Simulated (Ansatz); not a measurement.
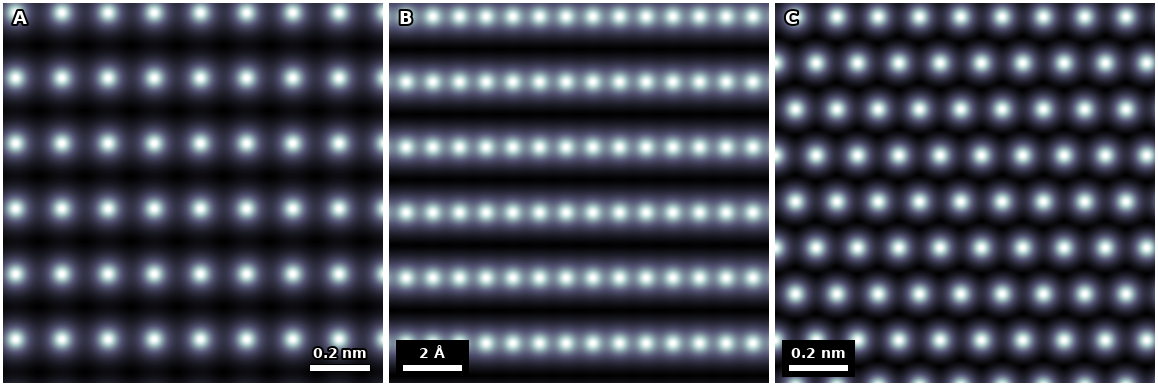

Three views of Mo (Im-3m, No. 229) along different zone axes. Computed as the sum of neutral-atom potentials (tabulated electron scattering factors, B = 0.5 Å²) projected along the beam and smoothed by 0.25 Å; brighter is more positive. The display is stretched by a gamma of 0.6; percentages refer to the linear signal. Model: the input geometry of an electronic-structure calculation (not necessarily at equilibrium).

```cif
data_structure
_symmetry_space_group_name_H-M 'Im-3m'
_symmetry_Int_Tables_number 229
_cell_length_a 3.1606
_cell_length_b 3.1606
_cell_length_c 3.1606
_cell_angle_alpha 90.000
_cell_angle_beta 90.000
_cell_angle_gamma 90.000
_cell_volume 31.57
loop_
_atom_site_label
_atom_site_type_symbol
_atom_site_symmetry_multiplicity
_atom_site_Wyckoff_symbol
_atom_site_fract_x
_atom_site_fract_y
_atom_site_fract_z
_atom_site_occupancy
Mo1 Mo 2 a 0.00000 0.00000 0.00000 1
```

### Match the panels to the zone axes [110], [210] and [211].

A is [110]: projected cell 1.58 × 2.23 Å, 90°, plane group p2mm. B is [211]: projected cell 0.91 × 2.23 Å, 90°, plane group p2mm. C is [210]: projected cell 1.41 × 1.73 Å, 114°, plane group c2mm.
